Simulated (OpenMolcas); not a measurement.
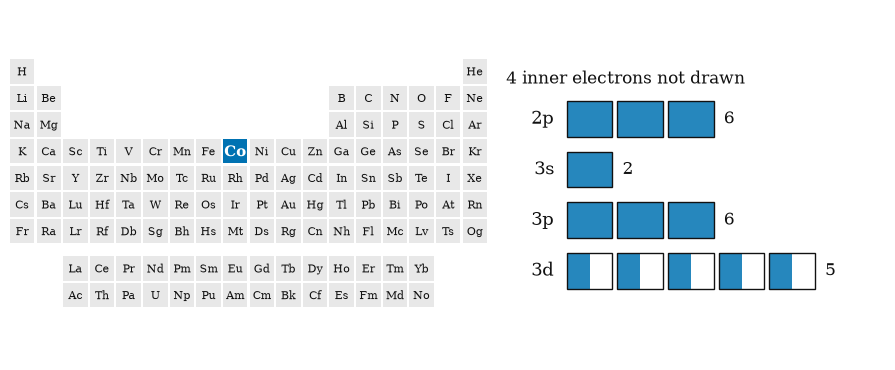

**Figure 1.** Left, the place of cobalt in the periodic table; right, the outer shells of the leading configuration of the lowest level: a box for each of the 2l + 1 orbitals, shaded by the share of the shell that is filled, with the electron count at the right.

# Co⁴⁺: multiconfigurational calculation (part 1 of 2)

System: Co⁴⁺, among 4 point charges of −1.5 e at 2.03 Å, square (D4h), whose field is part of the energies.
Method: state-averaged CASSCF, active space 5 electrons in the shell 3d, basis ANO-RCC-VDZP, DKH2 scalar Hamiltonian, spin-orbit coupling by RASSI with atomic mean-field integrals (OpenMolcas).

**The program's output (extracts)**
```
--- SEWARD ---
Basis set label: CO.ANO-RCC...5S4P2D1F.

      Electronic valence basis set:
      ------------------
      Associated Effective Charge  27.000000 au
      Associated Actual Charge     27.000000 au
      Nuclear Model: Point charge

      Shell  nPrim  nBasis  Cartesian Spherical Contaminant
         s      21       5        X
         p      15       4        X
         d      10       2                 X
         f       6       1                 X
                  Relativistic Douglas-Kroll-Hess integrals:
                    - DKH order of Hamiltonian: 2
                    - DKH order of Properties : 0
                  Atomic mean-field integrals
--- RASSCF ---
Wave function specifications:
      -----------------------------

      Number of closed shell electrons          18
      Number of electrons in active shells       5
      Max number of holes in RAS1 space          0
      Max nr of electrons in RAS3 space          0
      Number of inactive orbitals                9
      Number of active orbitals                  5
      Number of secondary orbitals              20
      Spin quantum number                      2.5
      State symmetry                             1
Orbital specifications:
      -----------------------

      Symmetry species                           1   2
                                                ag  au
      Frozen orbitals                            0   0
      Inactive orbitals                          3   6
      Active orbitals                            5   0
      RAS1 orbitals                              0   0
      RAS2 orbitals                              5   0
      RAS3 orbitals                              0   0
      Secondary orbitals                         7  13
      Deleted orbitals                           0   0
      Number of basis functions                 15  19
      Number of CSFs                             1
      Number of root(s) required                 1
      Iter CI   SX   CI       RASSCF       Energy    max ROT     max BLB   max BLB  Level Ln srch  Step   QN
          iter iter root      energy       change     param      element    value   shift minimum  type update
 Nr of preliminary CI iterations:   1
      Total energies have been shifted. Add                -1000.00 au
        1   1    7    1  -393.52190281    0.00E+00  -2.27E-01*   5  11 2 -7.29E-01*  0.00   0.00    SX    NO
        2   1    6    1  -394.26285209   -7.41E-01*  2.81E-02    6  12 2  3.27E-01*  0.00   0.00    SX    NO
        3   1    6    1  -394.28797109   -2.51E-02* -2.48E-02    5  11 2 -5.56E-02*  0.00   0.00    SX    NO
        4   1    6    1  -394.29123659   -3.27E-03* -1.15E-02    6  12 2  3.99E-02*  0.00   0.00    SX    NO
        5   1    6    1  -394.29202950   -7.93E-04*  4.01E-03    5  11 2 -1.93E-02*  0.00   0.66    QN   YES
        6   1    4    1  -394.29233419   -3.05E-04* -1.23E-04    6  13 1  3.13E-04*  0.00   1.02    QN   YES
        7   1    4    1  -394.29233438   -1.93E-07*  1.87E-05    6  12 2  2.21E-05   0.00   1.00    QN   YES
        8   1    3    1  -394.29233438   -4.33E-10   5.37E-06    6  10 1 -8.54E-06   0.00   0.79    QN   YES
      Convergence after  8 iterations
        9   1    3    1  -394.29233438   -5.48E-11   5.37E-06    6   9 1  1.79E-07   0.00   0.79    QN   YES
      Natural orbitals and occupation numbers for root  1
      sym 1:   1.000000   1.000000   1.000000   1.000000   1.000000
::    RASSCF root number  1 Total energy:  -1394.29233438
--- RASSCF ---
Wave function specifications:
      -----------------------------

      Number of closed shell electrons          18
      Number of electrons in active shells       5
      Max number of holes in RAS1 space          0
      Max nr of electrons in RAS3 space          0
      Number of inactive orbitals                9
      Number of active orbitals                  5
      Number of secondary orbitals              20
      Spin quantum number                      1.5
      State symmetry                             1
Orbital specifications:
      -----------------------

      Symmetry species                           1   2
                                                ag  au
      Frozen orbitals                            0   0
      Inactive orbitals                          3   6
      Active orbitals                            5   0
      RAS1 orbitals                              0   0
      RAS2 orbitals                              5   0
      RAS3 orbitals                              0   0
      Secondary orbitals                         7  13
      Deleted orbitals                           0   0
      Number of basis functions                 15  19
      Number of CSFs                            24
      Number of root(s) required                24
      Iter CI   SX   CI       RASSCF       Energy    max ROT     max BLB   max BLB  Level Ln srch  Step   QN
          iter iter root      energy       change     param      element    value   shift minimum  type update
 Nr of preliminary CI iterations:   1
      Total energies have been shifted. Add                -1000.00 au
        1   1    5    0  -394.04734923    0.00E+00   1.38E-02    4  11 1 -2.54E-02*  0.00   0.00    SX    NO
        2   1    5    0  -394.04846197   -1.11E-03* -4.90E-03    5  11 2 -2.03E-02*  0.00   0.00    SX    NO
        3   1    5    0  -394.04863006   -1.68E-04* -2.79E-03    6  10 2  8.48E-03*  0.00   0.00    SX    NO
        4   1    5    0  -394.04867343   -4.34E-05* -1.43E-03    6  10 2 -4.62E-03*  0.00   0.00    SX    NO
        5   1    5    0  -394.04868520   -1.18E-05* -4.89E-04    6  10 2  2.38E-03*  0.00   0.66    QN   YES
        6   1    3    0  -394.04868955   -4.35E-06*  1.02E-06    5  11 2  3.16E-06   0.00   1.00    QN   YES
        7   1    2    0  -394.04868955   -1.07E-11  -3.17E-07    6  10 1 -3.95E-07   0.00   0.95    QN   YES
      Convergence after  7 iterations
        8   1    2    0  -394.04868955    6.82E-13  -3.17E-07    6  10 1  9.41E-08   0.00   0.95    QN   YES
      Natural orbitals and occupation numbers for root  1
      sym 1:   0.923823   1.074818   1.001389   1.284623   0.715347
      Natural orbitals and occupation numbers for root  2
      sym 1:   0.923823   1.284623   1.001389   1.074818   0.715347
      Natural orbitals and occupation numbers for root  3
      sym 1:   1.000000   1.000000   1.233494   1.000000   0.766506
::    RASSCF root number  1 Total energy:  -1394.10395230
::    RASSCF root number  2 Total energy:  -1394.10395230
::    RASSCF root number  3 Total energy:  -1394.10371405
::    RASSCF root number  4 Total energy:  -1394.10261190
::    RASSCF root number  5 Total energy:  -1394.10162744
::    RASSCF root number  6 Total energy:  -1394.10162744
::    RASSCF root number  7 Total energy:  -1394.10090557
::    RASSCF root number  8 Total energy:  -1394.09975274
::    RASSCF root number  9 Total energy:  -1394.09857364
::    RASSCF root number 10 Total energy:  -1394.07922544
::    RASSCF root number 11 Total energy:  -1394.07922544
::    RASSCF root number 12 Total energy:  -1394.06780506
::    RASSCF root number 13 Total energy:  -1394.06050077
::    RASSCF root number 14 Total energy:  -1394.05897978
::    RASSCF root number 15 Total energy:  -1394.05164803
::    RASSCF root number 16 Total energy:  -1394.04659031
::    RASSCF root number 17 Total energy:  -1394.04659031
::    RASSCF root number 18 Total energy:  -1393.97087247
::    RASSCF root number 19 Total energy:  -1393.96795732
::    RASSCF root number 20 Total energy:  -1393.96795732
::    RASSCF root number 21 Total energy:  -1393.96476355
::    RASSCF root number 22 Total energy:  -1393.96462069
::    RASSCF root number 23 Total energy:  -1393.96462069
::    RASSCF root number 24 Total energy:  -1393.96047478
--- RASSCF ---
Wave function specifications:
      -----------------------------

      Number of closed shell electrons          18
      Number of electrons in active shells       5
      Max number of holes in RAS1 space          0
      Max nr of electrons in RAS3 space          0
      Number of inactive orbitals                9
      Number of active orbitals                  5
      Number of secondary orbitals              20
      Spin quantum number                      0.5
      State symmetry                             1
Orbital specifications:
      -----------------------

      Symmetry species                           1   2
                                                ag  au
      Frozen orbitals                            0   0
      Inactive orbitals                          3   6
      Active orbitals                            5   0
      RAS1 orbitals                              0   0
      RAS2 orbitals                              5   0
      RAS3 orbitals                              0   0
      Secondary orbitals                         7  13
      Deleted orbitals                           0   0
      Number of basis functions                 15  19
      Number of CSFs                            75
      Number of root(s) required                75
      Iter CI   SX   CI       RASSCF       Energy    max ROT     max BLB   max BLB  Level Ln srch  Step   QN
          iter iter root      energy       change     param      element    value   shift minimum  type update
 Nr of preliminary CI iterations:   1
      Total energies have been shifted. Add                -1000.00 au
        1   1    5    0  -393.90331297    0.00E+00  -7.75E-03    5  12 1 -1.43E-02*  0.00   0.00    SX    NO
        2   1    5    0  -393.90372225   -4.09E-04*  2.70E-03    5  11 2 -1.24E-02*  0.00   0.00    SX    NO
        3   1    5    0  -393.90378317   -6.09E-05*  1.55E-03    5  11 2  5.10E-03*  0.00   0.00    SX    NO
        4   1    5    0  -393.90379885   -1.57E-05* -7.86E-04    5  11 2 -2.79E-03*  0.00   0.00    SX    NO
        5   1    5    0  -393.90380308   -4.23E-06*  2.70E-04    5  11 2  1.43E-03*  0.00   0.66    QN   YES
        6   1    2    0  -393.90380464   -1.56E-06* -3.61E-07    5  12 1 -9.17E-07   0.00   1.00    QN   YES
        7   1    2    0  -393.90380464   -4.32E-12   1.09E-07    6   9 1 -1.18E-07   0.00   1.00    QN   YES
      Convergence after  7 iterations
        8   1    2    0  -393.90380464    1.36E-12   1.09E-07    6  10 1  3.15E-08   0.00   1.00    QN   YES
      Natural orbitals and occupation numbers for root  1
      sym 1:   1.185532   1.041781   0.880008   1.185532   0.707147
      Natural orbitals and occupation numbers for root  2
      sym 1:   0.978896   1.039033   1.220743   1.040001   0.721327
      Natural orbitals and occupation numbers for root  3
      sym 1:   1.220743   1.040001   0.978896   1.039033   0.721327
::    RASSCF root number  1 Total energy:  -1394.02146919
::    RASSCF root number  2 Total energy:  -1394.02122185
::    RASSCF root number  3 Total energy:  -1394.02122185
::    RASSCF root number  4 Total energy:  -1394.02081625
::    RASSCF root number  5 Total energy:  -1394.02031877
::    RASSCF root number  6 Total energy:  -1394.02030200
::    RASSCF root number  7 Total energy:  -1394.02030200
::    RASSCF root number  8 Total energy:  -1394.02025837
::    RASSCF root number  9 Total energy:  -1394.01962137
::    RASSCF root number 10 Total energy:  -1394.01891464
::    RASSCF root number 11 Total energy:  -1394.01891464
::    RASSCF root number 12 Total energy:  -1394.01843039
::    RASSCF root number 13 Total energy:  -1394.01841871
::    RASSCF root number 14 Total energy:  -1393.98978917
::    RASSCF root number 15 Total energy:  -1393.98560282
::    RASSCF root number 16 Total energy:  -1393.98560282
::    RASSCF root number 17 Total energy:  -1393.98492786
::    RASSCF root number 18 Total energy:  -1393.98343440
::    RASSCF root number 19 Total energy:  -1393.97976179
::    RASSCF root number 20 Total energy:  -1393.97951047
::    RASSCF root number 21 Total energy:  -1393.97951047
::    RASSCF root number 22 Total energy:  -1393.97672025
::    RASSCF root number 23 Total energy:  -1393.97672025
::    RASSCF root number 24 Total energy:  -1393.97283446
::    RASSCF root number 25 Total energy:  -1393.96819313
::    RASSCF root number 26 Total energy:  -1393.96816399
::    RASSCF root number 27 Total energy:  -1393.96797965
::    RASSCF root number 28 Total energy:  -1393.96795270
::    RASSCF root number 29 Total energy:  -1393.96770690
::    RASSCF root number 30 Total energy:  -1393.96770690
```

(Continued in part 2.) Outcome of the run: converged.
